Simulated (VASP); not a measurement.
# ZnPb: structure and properties in VASP, part 2 of 4

Aim: relax ZnPb, then compute properties on the relaxed cell. The cell is invented: it takes the structure of a Materials Project entry for MgCd (space group 166 there), with all of its atoms replaced by other elements, volume scaled by an estimate. It may not be a known or stable phase.

VASP 6.6.1, plane waves and PAW; the level of theory is named at each step.

Still holding for the runs below: The k-mesh is coarse for a metal.

So far. Step 2 (Full relaxation (AM05)): It ends with forces that vanish by symmetry and a pressure of 0.02 GPa. The relaxed cell has a = 3.476, c = 13.321 Å (conventional setting).

## 3. Second relaxation

Level of this step: AM05; plane waves and PAW (Pb_d, Zn); invented cell (VASP).

A relaxation keeps the plane waves of the cell it began with, so it is repeated from the new cell, on a basis made for it.

The input, INCAR:

```
SYSTEM = ZnPb
PREC = Accurate
ENCUT = 400
EDIFF = 1E-06
NELM = 100
ISMEAR = 1
SIGMA = 0.2
LREAL = .FALSE.
ALGO = Normal
GGA = AM
LORBIT = 11
LWAVE = .FALSE.
LCHARG = .FALSE.
IBRION = 2
NSW = 60
ISIF = 3
EDIFFG = -0.01
```

The input, POSCAR:

```
ZnPb
1.0
    1.7380827909      1.0034822552      4.4403882906
   -1.7380827909      1.0034822552      4.4403882906
    0.0000000000     -2.0069645103      4.4403882906
Pb Zn
1 1
Direct
    0.0000000000      0.0000000000      0.0000000000
    0.5000000000      0.5000000000      0.5000000000
```

The input, KPOINTS:

```
Automatic mesh
0
Gamma
8 8 8
0 0 0
```

Potentials, in the order of the species: Pb_d and Zn (PBE family, release 64).

On the command line:

```sh
$ mpirun -np 1 vasp_std
```

What it wrote:

```text
[banner, memory and clock lines left out]
running    1 mpi-ranks, on    1 nodes
 distrk:  each k-point on    1 cores,    1 groups
 distr:  one band on    1 cores,    1 groups

 POSCAR found type information on POSCAR PbZn
 POSCAR found :  2 types and       2 ions
 [... a notice as in an earlier step ...]

 LDA part: xc-table for (Slater+PW92), standard interpolation
 POSCAR, INCAR and KPOINTS ok, starting setup
 FFT: planning ... GRIDC
 FFT: planning ... GRID_SOFT
 FFT: planning ... GRID
 WAVECAR not read
 entering main loop
       N       E                     dE             d eps       ncg     rms          rms(c)
DAV:   1     0.171853194214E+03    0.17185E+03   -0.11566E+04  2210   0.169E+03
DAV:   2     0.425185661991E+01   -0.16760E+03   -0.16559E+03  2220   0.360E+02
DAV:   3    -0.461493921886E+01   -0.88668E+01   -0.88258E+01  2763   0.986E+01
DAV:   4    -0.476141772266E+01   -0.14648E+00   -0.14645E+00  2570   0.135E+01
DAV:   5    -0.476693931407E+01   -0.55216E-02   -0.55214E-02  2921   0.242E+00    0.199E+00
DAV:   6    -0.464837001616E+01    0.11857E+00   -0.66058E-01  2455   0.139E+01    0.165E+00
DAV:   7    -0.464038052028E+01    0.79895E-02   -0.46639E-02  2459   0.315E+00    0.764E-01
DAV:   8    -0.463708935779E+01    0.32912E-02   -0.66558E-03  2851   0.117E+00    0.112E-01
DAV:   9    -0.463700677612E+01    0.82582E-04   -0.74119E-04  3144   0.430E-01    0.276E-02
DAV:  10    -0.463700034082E+01    0.64353E-05   -0.12603E-04  2464   0.143E-01    0.114E-02
DAV:  11    -0.463699975123E+01    0.58959E-06   -0.16632E-05  3283   0.570E-02    0.351E-03
DAV:  12    -0.463699989521E+01   -0.14398E-06   -0.16509E-06  1754   0.164E-02
   1 F= -.46369999E+01 E0= -.46377165E+01  d E =-.463700E+01
 curvature:   0.00 expect dE= 0.000E+00 dE for cont linesearch  0.000E+00
 trial: gam= 0.00000 g(F)=  0.149E-58 g(S)=  0.500E-03 ort = 0.000E+00 (trialstep = 0.100E+01)
 search vector abs. value=  0.500E-03
 bond charge predicted
       N       E                     dE             d eps       ncg     rms          rms(c)
DAV:   1    -0.464715268690E+01   -0.10153E-01   -0.22869E-01  2342   0.889E+00    0.627E-01
DAV:   2    -0.463859845448E+01    0.85542E-02   -0.30571E-02  2339   0.357E+00    0.225E-01
DAV:   3    -0.463742455056E+01    0.11739E-02   -0.23746E-03  3055   0.844E-01    0.917E-02
DAV:   4    -0.463724663876E+01    0.17791E-03   -0.25480E-04  3482   0.251E-01    0.348E-02
DAV:   5    -0.463721946334E+01    0.27175E-04   -0.48775E-05  3126   0.109E-01    0.402E-03
DAV:   6    -0.463721993831E+01   -0.47496E-06   -0.88519E-06  2543   0.388E-02
   2 F= -.46372199E+01 E0= -.46379242E+01  d E =-.220043E-03
[...]
3 F= -.46372038E+01 E0= -.46379025E+01  d E =-.203872E-03
[...]
4 F= -.46372146E+01 E0= -.46379159E+01  d E =-.214702E-03
[...]
5 F= -.46372186E+01 E0= -.46379215E+01  d E =-.218711E-03
[...]
6 F= -.46372196E+01 E0= -.46379231E+01  d E =-.219736E-03
[...]
7 F= -.46372679E+01 E0= -.46379474E+01  d E =-.482351E-04
 trial-energy change:   -0.000048  1 .order   -0.000047   -0.000057   -0.000037
 step:   2.8468(harm=  2.8468)  dis= 0.00000  next Energy=    -4.637300 (dE=-0.799E-04)
 bond charge predicted
       N       E                     dE             d eps       ncg     rms          rms(c)
DAV:   1    -0.463832139530E+01   -0.10531E-02   -0.34816E-02  2643   0.197E+00    0.192E-01
DAV:   2    -0.463760658348E+01    0.71481E-03   -0.14340E-03  2529   0.679E-01    0.109E-01
DAV:   3    -0.463728940910E+01    0.31717E-03   -0.52830E-04  2956   0.362E-01    0.244E-02
DAV:   4    -0.463728134454E+01    0.80646E-05   -0.77509E-05  2997   0.102E-01    0.850E-03
DAV:   5    -0.463728012709E+01    0.12174E-05   -0.94566E-06  2801   0.409E-02    0.268E-03
DAV:   6    -0.463728006924E+01    0.57853E-07   -0.85111E-07  1223   0.149E-02
   8 F= -.46372801E+01 E0= -.46379061E+01  d E =-.604379E-04
 curvature:  -1.57 expect dE=-0.165E-04 dE for cont linesearch -0.104E-04
 trial: gam= 0.00000 g(F)=  0.257E-58 g(S)=  0.105E-04 ort =-0.203E-04 (trialstep = 0.138E+01)
 search vector abs. value=  0.105E-04
 reached required accuracy - stopping structural energy minimisation
```

Elapsed: 4.7 min, on 1 MPI rank of AMD EPYC 7R43, shared host; peak memory 0.18 GiB.

Parts of OUTCAR (step 3):

```text
  LATTYP: Found a trigonal (rhomboedric) cell.
 ALAT       =     4.8728797026
 COS(alpha) =     0.7455517111

The static configuration has the point symmetry D_3d.

 Found     65 irreducible k-points:

   dimension x,y,z NGX =    32 NGY =   32 NGZ =   32
   dimension x,y,z NGXF=    64 NGYF=   64 NGZF=   64

   ENCUT  =  400.0 eV  29.40 Ry    5.42 a.u.   7.95  7.95  7.95*2*pi/ulx,y,z

   NELECT =      26.0000    total number of electrons

 E-fermi :   5.5566

 k-point     1 :       0.0000    0.0000    0.0000
  band No.  band energies     occupation
    ...
      9      -1.7212      2.00000
     10      -1.6591      2.00000
     11      -1.6591      2.00000
     12       3.2265      2.00000
     13       4.0012      2.00000
     14      11.2670      0.00000
     15      11.2670      0.00000
     16      14.7679      0.00000
     17      14.9232      0.00000

 k-point     2 :       0.1250    0.0000    0.0000
  band No.  band energies     occupation
    ...
      9      -1.7003      2.00000
     10      -1.6951      2.00000
     11      -1.6698      2.00000
     12       3.1263      2.00000
     13       4.5931      2.00000
     14       9.1083     -0.00000
     15      10.8113      0.00000
     16      13.1266      0.00000
     17      13.8734      0.00000

  Total       -0.0130971     -0.0130971      0.0096376     -0.0000000      0.0000000      0.0000000
  in kB       -0.4495880     -0.4495878      0.3308324     -0.0000000      0.0000000      0.0000000
  external PRESSURE =      -0.1894478 kB  Pullay stress =       0.0000000 kB

  energy-cutoff  :      400.00
  volume of cell :       46.67
      direct lattice vectors                 reciprocal lattice vectors
     1.744306573  1.007075554  4.428274091     0.286646859  0.165495693  0.075273871
    -1.744306573  1.007075554  4.428274091    -0.286646859  0.165495693  0.075273871
    -0.000000000 -2.014151108  4.428274091     0.000000000 -0.330991386  0.075273871

 POSITION                                       TOTAL-FORCE (eV/Angst)
 -----------------------------------------------------------------------------------
     -0.00000     -2.01415      4.42827         0.000000      0.000000     -0.000000
     -0.00000      0.00000      6.64241        -0.000000     -0.000000      0.000000
 -----------------------------------------------------------------------------------
    total drift:                               -0.000000      0.000000      0.000000

  FREE ENERGIE OF THE ION-ELECTRON SYSTEM (eV)
  ---------------------------------------------------
  free  energy   TOTEN  =        -4.6372800692 eV

  energy  without entropy=       -4.6391582184  energy(sigma->0) =       -4.63790612

 total charge
# of ion       s       p       d       tot
------------------------------------------
    1        1.362   0.828   9.816  12.006
    2        0.652   0.284   9.730  10.666
--------------------------------------------------
tot          2.014   1.112  19.546  22.672

[... 3 parts as in an earlier step ...]

[... 7 further parts left out ...]
```

CONTCAR:

```
ZnPb
   1.00000000000000
     1.7443065732680429    1.0070755542708865    4.4282740905258748
    -1.7443065732680429    1.0070755542708865    4.4282740905258748
    -0.0000000000000000   -2.0141511084416885    4.4282740905259370
  Pb              Zn
     1     1
Direct
     0.0000000000000000    0.0000000000000000    1.0000000000000000
     0.5000000000000000    0.5000000000000000    0.5000000000000000
```

Relaxation path:

```
step  energy less that of the first step (eV)  largest force (eV/Å)  pressure (GPa)  volume (Å³)
   1                                   0.0000                0.0000            0.25        46.47
   2                                  -0.0002                0.0000            0.02        46.71
   3                                  -0.0002                0.0000           -0.10        46.78
   4                                  -0.0002                0.0000           -0.09        46.75
   5                                  -0.0002                0.0000           -0.08        46.73
   6                                  -0.0002                0.0000           -0.04        46.72
   7                                  -0.0003                0.0000           -0.04        46.71
   8                                  -0.0003                0.0000           -0.02        46.67
```

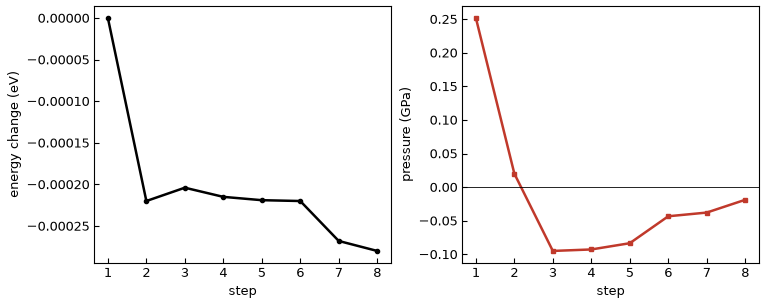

Energy and pressure along the relaxation.

```
conventional cell, symmetrised  before   after  change
                         a (Å)   3.476   3.489  +0.4 %
                         b (Å)   3.476   3.489  +0.4 %
                         c (Å)  13.321  13.285  -0.3 %
              volume (Å³/atom)   23.23   23.34  +0.4 %
```

The relaxed structure:

```cif
data_structure
_symmetry_space_group_name_H-M 'P 1'
_symmetry_Int_Tables_number 1
_cell_length_a 4.8648
_cell_length_b 4.8648
_cell_length_c 4.8648
_cell_angle_alpha 42.023
_cell_angle_beta 42.023
_cell_angle_gamma 42.023
_cell_volume 46.67
loop_
_atom_site_label
_atom_site_type_symbol
_atom_site_fract_x
_atom_site_fract_y
_atom_site_fract_z
_atom_site_occupancy
Pb1 Pb 0.00000 0.00000 0.00000 1
Zn2 Zn 0.50000 0.50000 0.50000 1
```

This step gave:

```
free energy (TOTEN)             : -4.637 eV
energy at zero smearing         : -4.638 eV
Fermi energy                    : 5.557 eV
pressure                        : -0.01894 GPa
SCF cycles over all ionic steps : 49
```

It ends with forces that vanish by symmetry and a pressure of -0.02 GPa.

## 4. Single point with fields (AM05)

The relaxed cell gets a fresh self-consistent run, on a basis set for its own volume, to fix the density and to check the remaining stress.

INCAR: that of step 3 with these lines changed.

```diff
@@ -12,6 +12,5 @@
 LWAVE = .FALSE.
-LCHARG = .FALSE.
-IBRION = 2
-NSW = 60
-ISIF = 3
-EDIFFG = -0.01
+LCHARG = .TRUE.
+ISIF = 2
+LELF = .TRUE.
+LVHAR = .TRUE.
```

The input, POSCAR:

```
ZnPb
1.0
    1.7443065733      1.0070755543      4.4282740905
   -1.7443065733      1.0070755543      4.4282740905
    0.0000000000     -2.0141511084      4.4282740905
Pb Zn
1 1
Direct
    0.0000000000      0.0000000000      0.0000000000
    0.5000000000      0.5000000000      0.5000000000
```

KPOINTS is that of step 3.

On the command line:

```sh
$ mpirun -np 1 vasp_std
```

What it wrote:

```text
[... set-up lines as in an earlier step ...]
 entering main loop
       N       E                     dE             d eps       ncg     rms          rms(c)
DAV:   1     0.169803220846E+03    0.16980E+03   -0.11626E+04  2226   0.171E+03
DAV:   2     0.403320016320E+01   -0.16577E+03   -0.16410E+03  2211   0.357E+02
DAV:   3    -0.461382998393E+01   -0.86470E+01   -0.86115E+01  2795   0.973E+01
DAV:   4    -0.476031088988E+01   -0.14648E+00   -0.14643E+00  2559   0.133E+01
DAV:   5    -0.476609951809E+01   -0.57886E-02   -0.57884E-02  2908   0.243E+00    0.198E+00
DAV:   6    -0.464879303521E+01    0.11731E+00   -0.65538E-01  2431   0.139E+01    0.164E+00
DAV:   7    -0.464098383997E+01    0.78092E-02   -0.46436E-02  2455   0.314E+00    0.759E-01
DAV:   8    -0.463775305593E+01    0.32308E-02   -0.65869E-03  2795   0.116E+00    0.111E-01
DAV:   9    -0.463767290123E+01    0.80155E-04   -0.74902E-04  3166   0.432E-01    0.277E-02
DAV:  10    -0.463766690151E+01    0.59997E-05   -0.12792E-04  2494   0.143E-01    0.114E-02
DAV:  11    -0.463766621969E+01    0.68182E-06   -0.17113E-05  3295   0.582E-02    0.352E-03
DAV:  12    -0.463766636664E+01   -0.14695E-06   -0.17203E-06  1772   0.170E-02
   1 F= -.46376664E+01 E0= -.46382928E+01  d E =0.187939E-02
```

Wall time 70 s (1 MPI rank); peak memory 0.15 GiB.

Parts of OUTCAR (step 4):

```text
  LATTYP: Found a trigonal (rhomboedric) cell.
 ALAT       =     4.8648142836
 COS(alpha) =     0.7428757136

The static configuration has the point symmetry D_3d.

 Found     65 irreducible k-points:

   ENCUT  =  400.0 eV  29.40 Ry    5.42 a.u.   7.93  7.93  7.93*2*pi/ulx,y,z

   NELECT =      26.0000    total number of electrons

 E-fermi :   5.5565

 k-point     1 :       0.0000    0.0000    0.0000
  band No.  band energies     occupation
    ...
      9      -1.7218      2.00000
     10      -1.6597      2.00000
     11      -1.6597      2.00000
     12       3.2264      2.00000
     13       4.0012      2.00000
     14      11.2670      0.00000
     15      11.2670      0.00000
     16      14.7680      0.00000
     17      14.9233      0.00000

 k-point     2 :       0.1250    0.0000    0.0000
  band No.  band energies     occupation
    ...
      9      -1.7008      2.00000
     10      -1.6956      2.00000
     11      -1.6703      2.00000
     12       3.1263      2.00000
     13       4.5930      2.00000
     14       9.1083     -0.00000
     15      10.8113      0.00000
     16      13.1266      0.00000
     17      13.8736      0.00000

  Total        0.0103517      0.0103517      0.0262583      0.0000000      0.0000000      0.0000000
  in kB        0.3553448      0.3553446      0.9013787      0.0000000      0.0000000      0.0000000
  external PRESSURE =       0.5373561 kB  Pullay stress =       0.0000000 kB

  energy-cutoff  :      400.00
  volume of cell :       46.67
      direct lattice vectors                 reciprocal lattice vectors
     1.744306573  1.007075554  4.428274091     0.286646859  0.165495693  0.075273871
    -1.744306573  1.007075554  4.428274091    -0.286646859  0.165495693  0.075273871
     0.000000000 -2.014151108  4.428274091     0.000000000 -0.330991386  0.075273871

 POSITION                                       TOTAL-FORCE (eV/Angst)
 -----------------------------------------------------------------------------------
      0.00000      0.00000      0.00000         0.000000      0.000000     -0.000000
      0.00000      0.00000      6.64241        -0.000000      0.000000      0.000000
 -----------------------------------------------------------------------------------
    total drift:                               -0.000000      0.000000      0.000000

  FREE ENERGIE OF THE ION-ELECTRON SYSTEM (eV)
  ---------------------------------------------------
  free  energy   TOTEN  =        -4.6376663666 eV

  energy  without entropy=       -4.6395457533  energy(sigma->0) =       -4.63829283

[... 5 parts as in an earlier step ...]

[... 6 further parts left out ...]
```

This step gave:

* SCF cycles: 12
* free energy (TOTEN): -4.638 eV
* Fermi energy: 5.556 eV
* pressure: 0.05374 GPa

Valence electrons inside each PAW sphere by angular momentum. Sphere charges, by row:

```
atom  s (e)  p (e)  d (e)  tot (e)
 Pb1  1.362  0.828  9.816    12.01
 Zn2  0.652  0.284   9.73    10.67
```

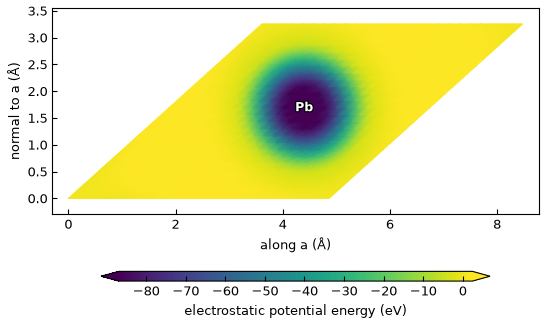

Electrostatic potential energy in the ac plane of the cell as run, not the conventional one, at fractional y = 0.000, with atoms of Pb within 0.2 Å of it. With pseudopotentials it is smooth inside the atoms' cores, unlike the true potential. The map starts off the cell's origin, so that atoms lie inside it.

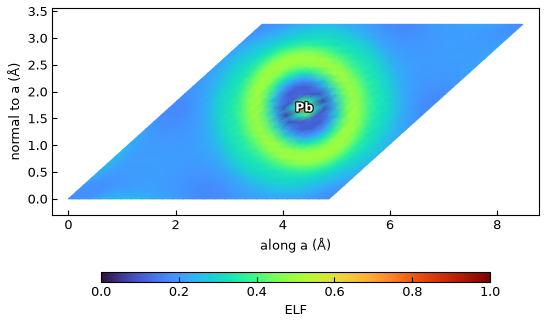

ELF in the ac plane of the cell as run, not the conventional one, at fractional y = 0.000, with atoms of Pb within 0.2 Å of it. It is the smooth field of the valence electrons, not physical close to the nuclei. The map starts off the cell's origin, so that atoms lie inside it.

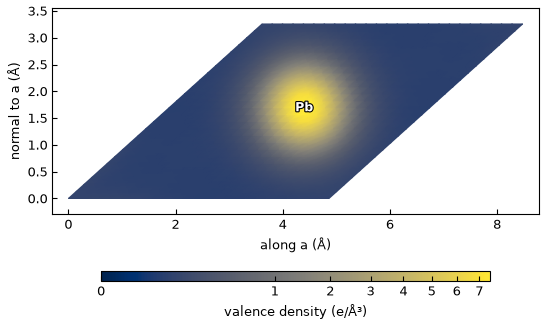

Valence density in the ac plane of the cell as run, not the conventional one, at fractional y = 0.000, with atoms of Pb within 0.2 Å of it. It is the smooth field of the valence electrons, not physical close to the nuclei. The map starts off the cell's origin, so that atoms lie inside it. The colour scale is stretched toward low values.

In this run the pressure is 0.05 GPa, small enough to go on.

## 5. Bands along the symmetry lines (AM05)

The mesh alone shows little of the dispersion and can miss band extrema, so KPOINTS_OPT adds a path through the symmetry points after the self-consistent cycle.

INCAR: that of step 4 with these lines changed.

```diff
@@ -12,5 +12,2 @@
 LWAVE = .FALSE.
-LCHARG = .TRUE.
-ISIF = 2
-LELF = .TRUE.
-LVHAR = .TRUE.
+LCHARG = .FALSE.
```

POSCAR is that of step 4.

KPOINTS is that of step 4.

The input, KPOINTS_OPT:

```
Line mode
16
Line-mode
Reciprocal
  0.00000000   0.00000000   0.00000000 GAMMA
  0.50000000   0.00000000   0.00000000 L

  0.50000000   0.00000000   0.00000000 L
  0.50000000   0.20114640  -0.20114640 B1

  0.79885360   0.50000000   0.20114640 B
  0.50000000   0.50000000   0.50000000 Z

  0.50000000   0.50000000   0.50000000 Z
  0.00000000   0.00000000   0.00000000 GAMMA

  0.00000000   0.00000000   0.00000000 GAMMA
  0.35057320   0.00000000  -0.35057320 X

  0.64942680   0.35057320   0.00000000 Q
  0.50000000   0.50000000   0.00000000 F

  0.50000000   0.50000000   0.00000000 F
  0.64942680   0.64942680   0.20114640 P1

  0.64942680   0.64942680   0.20114640 P1
  0.50000000   0.50000000   0.50000000 Z

  0.50000000   0.00000000   0.00000000 L
  0.79885360   0.35057320   0.35057320 P
```

On the command line:

```sh
$ mpirun -np 1 vasp_std
```

What it wrote:

```text
[... set-up lines as in an earlier step ...]
 entering main loop
       N       E                     dE             d eps       ncg     rms          rms(c)
[... 12 cycles as in an earlier step ...]
   1 F= -.46376664E+01 E0= -.46382928E+01  d E =0.187939E-02
 Start KPOINTS_OPT (optional k-point list driver)
k-point batch [1-65\144]
       N       E                     dE             ncg
DAV:   1     0.342270241090E+04   -0.30387E+05     2218
DAV:   2    -0.753921430202E+04   -0.10962E+05     2211
DAV:   3    -0.814824772783E+04   -0.60903E+03     2911
DAV:   4    -0.815812703139E+04   -0.98793E+01     2588
DAV:   5    -0.815856726407E+04   -0.44023E+00     3206
DAV:   6    -0.815858513306E+04   -0.17869E-01     2988
DAV:   7    -0.815858534558E+04   -0.21251E-03     3165
DAV:   8    -0.815858535014E+04   -0.45561E-05     1914
DAV:   9    -0.815858535082E+04   -0.68979E-06     1988
[...]
k-point batch [131-144\144]
       N       E                     dE             ncg
DAV:   1     0.410377290149E+05   -0.11213E+05      476
DAV:   2     0.387233090322E+05   -0.23144E+04      476
DAV:   3     0.386090042069E+05   -0.11430E+03      632
DAV:   4     0.386073517421E+05   -0.16525E+01      576
DAV:   5     0.386072904638E+05   -0.61278E-01      576
DAV:   6     0.386072854610E+05   -0.50029E-02      686
DAV:   7     0.386072854368E+05   -0.24126E-04      591
DAV:   8     0.386072854365E+05   -0.36210E-06      375
```

Wall time 2.7 min (1 MPI rank); peak memory 0.16 GiB.

Parts of OUTCAR (step 5):

```text
   NELECT =      26.0000    total number of electrons

 E-fermi :   5.5565

[... 20 parts as in an earlier step ...]

[... 2 further parts left out ...]
```

Spin-orbit coupling is off here; with elements this heavy it splits and shifts levels by tenths of an eV or more.

The electronic bands at the labelled points (eV, zero at the Fermi level; # counts the bands kept):

```
    point     #5     #6     #7     #8     #9   #10
        Γ  -7.22  -7.22  -2.33  -1.56   5.71  5.71
        L  -7.30  -7.12  -4.93   0.12   1.00  3.52
       B1  -7.21  -6.42  -2.98  -2.85  -2.00  2.39
jump to B  -7.21  -6.42  -2.98  -2.85  -2.00  2.39
        Z  -7.24  -7.24  -6.96   6.18   6.18  7.56
        Γ  -7.22  -7.22  -2.33  -1.56   5.71  5.71
        X  -7.24  -6.45  -3.22  -2.85  -0.71  0.33
jump to Q  -7.24  -6.45  -3.22  -2.85  -0.71  0.33
        F  -7.12  -6.41  -4.22  -2.18  -1.51  1.91
       P1  -7.12  -6.64  -4.16  -3.34   0.80  2.25
        Z  -7.24  -7.24  -6.96   6.18   6.18  7.55
jump to L  -7.30  -7.12  -4.93   0.12   1.00  3.52
        P  -7.12  -6.64  -4.16  -3.34   0.80  2.25
```

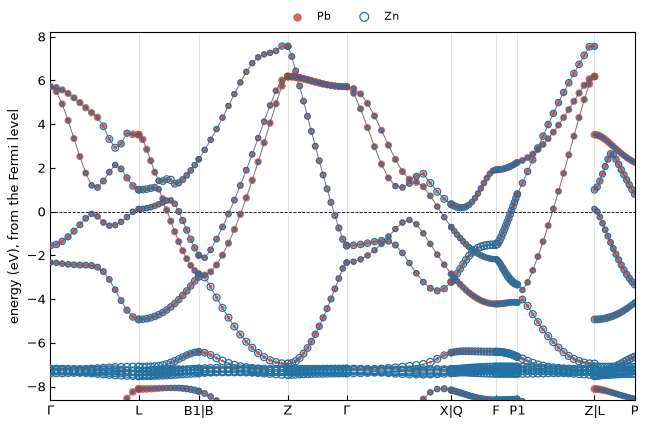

Electronic bands along the path; dots are coloured as in the legend, and their area grows with the weight.

There is no gap at this level.

[end of part 2 of 4]

[Lines on the potential files, build, host, timing and source positions are cut from VASP's logs without a mark.]

[Logs are printed without paths, hosts, clocks, repeated set-up lines and the standing remarks that a program may print on its own settings, such as how far it seeks lower states.]

[Hosts, paths, dates, database ids (printed as entryN), source tags and the programs' standing remarks are cut or masked in the printed files.]

[A measured line is paired with the nearest computed mode of its activity, which favours agreement.]

[In band tables of VASP the shares of atoms and orbitals are scaled to a sum of 1 inside the atoms' spheres.]
